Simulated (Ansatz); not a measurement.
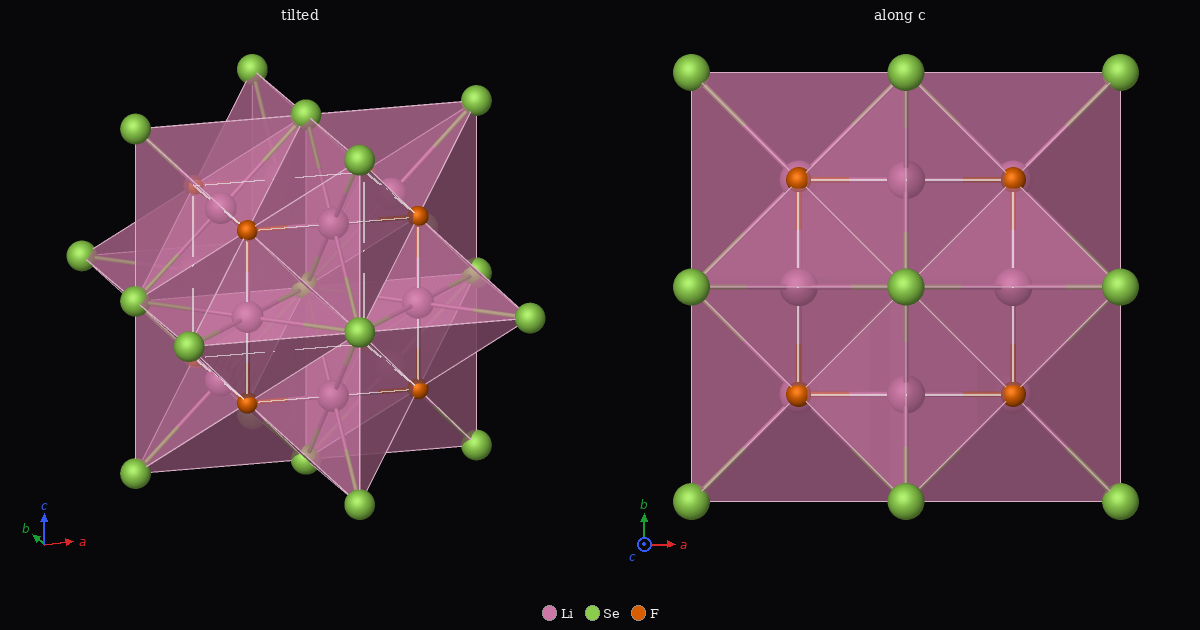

Shown here is a polyhedral view of the crystal, taken slightly off an axis and along the c axis. One conventional unit cell is outlined, and atoms on its boundary appear in each equivalent place. Some neighbours outside the box are added.

Li3SeF, cubic antiperovskite, space group Pm-3m (No. 221), a = 3.997 Å, b = 3.997 Å, c = 3.997 Å, α = 90.00°, β = 90.00°, γ = 90.00°. The cell started as a structure type filled with these elements by a generator (whether the compound takes this form wasn't checked). Earlier steps of the study may have refined or changed the cell and positions. It was run through Ansatz as a DFT input.

This one geometry was computed with Ansatz (DFT, plane waves, PAW) at three levels of theory: r2SCAN, PBE and HSE06.

**How does the band gap change with the level of theory?**

PBE: a gap of 3.74 eV, indirect; r2SCAN: a gap of 4.58 eV, indirect; HSE06: a gap of 4.82 eV, indirect.

**Collect the results in a table.**

| level | cutoff (eV) | k-mesh of the run's cell | gap (eV) | pressure (GPa) |
| --- | --- | --- | --- | --- |
| r2SCAN | 500 | 6×6×6 | 4.58 | -1.3 |
| PBE | 420 | 6×6×6 | 3.74 | 0.0 |
| HSE06 | 420 | 4×4×4 | 4.82 | -1.3 |

Gaps are taken on the k-mesh or band path of each run.
